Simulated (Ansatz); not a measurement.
# Calculations on BNH3F3

### Relaxation

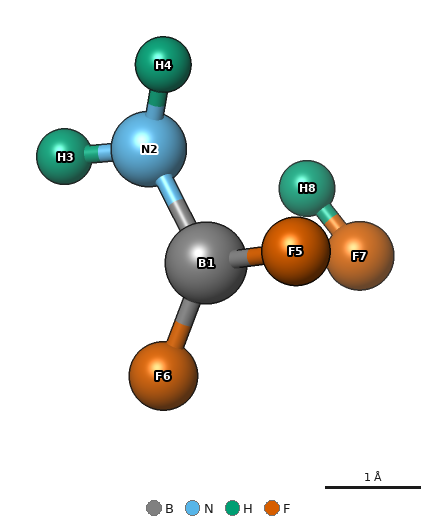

Starting structure of BNH3F3. The picture is a ball-and-stick view, seen from a free direction.

The run prepares an end point of a later path (reaction) calculation, from a guessed geometry.

The calculation used RHF/def2-SVP in Ansatz 0.2.0.

Input file:
```yaml
crystal:
  periodic: [false, false, false]
  atoms:
    - { symbol: B, position_ang: [0.020471, -0.188358, 0.263637] }
    - { symbol: "N", position_ang: [0.01633, -0.197279, 1.738157] }
    - { symbol: H, position_ang: [-0.781864, -0.558295, 2.220632] }
    - { symbol: H, position_ang: [0.879613, -0.345834, 2.220964] }
    - { symbol: F, position_ang: [1.147745, -0.076586, -0.390468] }
    - { symbol: F, position_ang: [-1.097077, -0.353969, -0.395782] }
    - { symbol: F, position_ang: [-0.28149, 2.310443, 0.479201] }
    - { symbol: H, position_ang: [-0.249226, 2.008278, 1.337359] }
basis:
  gaussian: { orbitals: def2-SVP }
hamiltonian:
  xc: hf
relax:
  f_tol: 0.03
  max_steps: 50
output:
  orbitals: {}
```

Run as
```bash
ansatz run input.yaml --threads 2 --pin off --max-ram 3072MiB --backend cpu --events-out ev --progress --plain --runs-dir out
```

Q: Predict the outcome.

A: The energy falls by 0.159 eV in 8 accepted moves (10 points after the start). Largest force component: 2.2 eV/Å at the start, 0.028 eV/Å at the end. The line search rejected the trial steps at points 3, 7 of the run. The forces were under the threshold at step 6, but the run went on from there. F7 moves most after the best rigid fit: 0.71 Å. Largest moves by element: F 0.71 Å, H 0.28 Å, B 0.23 Å, N 0.19 Å. Some distances before and after: B1–N2 1.475 → 1.409 Å.

History of the run:

```tsv
step	E − E(0), eV	largest force component, eV/Å	note
0	0.0000	2.2197	
1	-0.0450	1.9482	
2	-0.1200	0.8171	
3	-0.1035	1.6721	rejected
4	-0.1461	0.1317	
5	-0.1534	0.0764	
6	-0.1573	0.0190	
7	-0.1502	0.9738	rejected
8	-0.1579	0.2646	
9	-0.1583	0.1180	
10	-0.1591	0.0277
```

Final geometry:

```xyz
8

B     0.0481   -0.4101    0.1999
N     0.0073   -0.0984    1.5739
H    -0.8129   -0.3087    2.1078
H     0.8518   -0.1052    2.1111
F     1.1846   -0.4101   -0.4529
F    -1.0524   -0.6837   -0.4572
F    -0.3376    2.7322    1.0443
H    -0.2343    1.8823    1.3469
```

After the run, drawn alike:

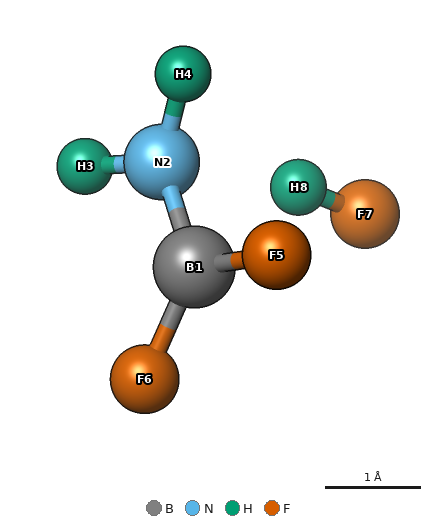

Limits of the set-up: the start holds two separate molecules, 2.3 Å apart at their closest, whose relative position is a soft coordinate and is computed without a dispersion correction; Hartree-Fock leaves out electron correlation.

### Relaxation

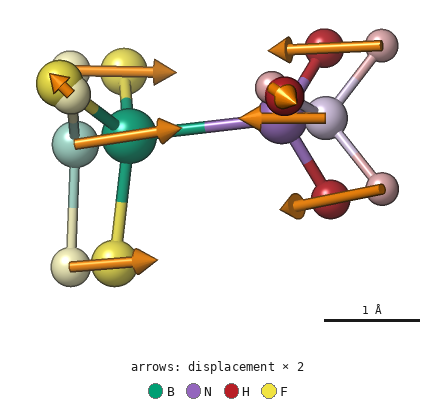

A relaxation of BNH3F3. The starting structure is drawn faded, the final one solid; orange arrows show the displacements, 2 times their true length. The two geometries are superimposed by the best rigid fit.

Style: ball-and-stick. Shown at a tilt.

The run prepares an end point of a later path (reaction) calculation, from a guessed geometry.

These are results of Ansatz, RHF/def2-SVP, not measurements.

Input
```yaml
crystal:
  periodic: [false, false, false]
  atoms:
    - { symbol: B, position_ang: [-0.046128, 0.431855, -0.520424] }
    - { symbol: "N", position_ang: [-0.017939, 0.055885, 2.192269] }
    - { symbol: H, position_ang: [-0.797355, -0.273455, 2.73505] }
    - { symbol: H, position_ang: [0.815998, -0.055036, 2.742604] }
    - { symbol: F, position_ang: [1.134596, -0.012352, -0.831019] }
    - { symbol: F, position_ang: [-1.108207, -0.254405, -0.819134] }
    - { symbol: F, position_ang: [-0.174838, 1.646909, -0.038367] }
    - { symbol: H, position_ang: [-0.151628, 1.058999, 2.012721] }
basis:
  gaussian: { orbitals: def2-SVP }
hamiltonian:
  xc: hf
relax:
  f_tol: 0.03
  max_steps: 50
```

Launched with:
```bash
ansatz run input.yaml --threads 2 --pin off --max-ram 3072MiB --backend cpu --events-out ev --progress --plain --runs-dir out
```

Q: Describe the change and its energy.

A: The atom that moves furthest after the best rigid fit is H3 (0.71 Å). By element the largest moves are H 0.71 Å, B 0.60 Å, F 0.57 Å, N 0.46 Å. Among the contacts that change: B1–N2 2.739 → 1.696 Å, B1–F5 1.299 → 1.355 Å, B1–F7 1.314 → 1.355 Å, N2–H8 1.028 → 1.008 Å. New bonds form, among them: B1–N2 (2.74 → 1.70 Å). Among the angles between lasting bonds that change: F5–B1–F6 120.5° → 114.3°. Over 7 accepted moves (8 points after the start) the energy falls by 15.7 kcal/mol. The largest force component goes from 1.1 to 0.025 eV/Å. The line search rejected the trial step at point 5 of the run. The run took 8.8 s on 2 threads of Arm Neoverse V1 (shared host), peak memory 0.15 GiB.

Limits of the set-up: Hartree-Fock leaves out electron correlation.

### Path

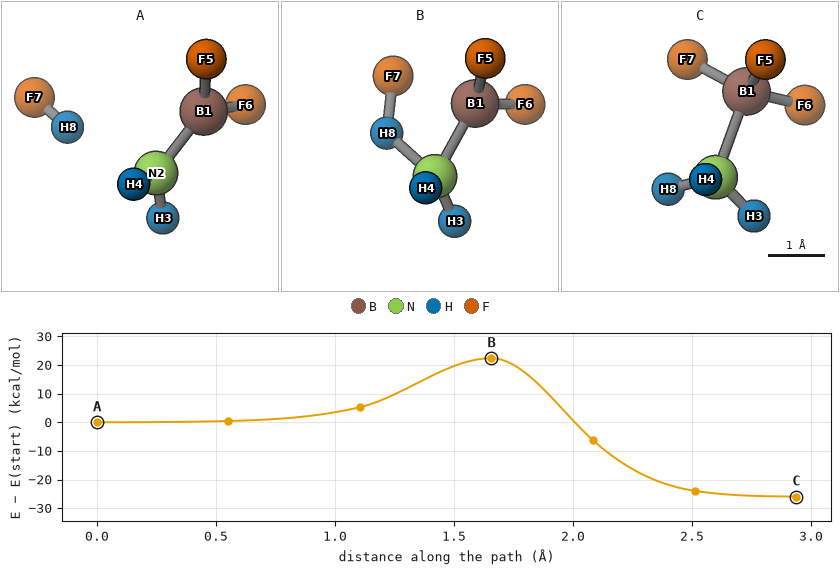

A nudged-elastic-band calculation for BNH₃F₃. Images are numbered from 0 (start) to 6 (end). Frames A to C are images 0, 3, 6. Style: ball-and-stick. Shown at a tilt.

Theory: Ansatz, RHF/def2-SVP. Run with 5 movable images; climbing image; force threshold 0.05 eV/Å; iteration limit 60; starting path through a guess of the saddle point.

> Read off the barrier and say what moves.

Breaking: F7–H8 (0.91 → 1.10 at the top → 2.42 Å). Forming: B1–F7 (3.28 → 1.72 at the top → 1.36 Å), N2–H8 (2.01 → 1.33 at the top → 1.01 Å). Forward barrier 22.4 kcal/mol, backward barrier 48.3 kcal/mol, with image 3 at the top; the reaction energy is −26.0 kcal/mol. The band is converged. At the top, the vibrational analysis gives one imaginary mode (1516i cm⁻¹), as a transition state must have.

Limits of the set-up: Hartree-Fock leaves out electron correlation.
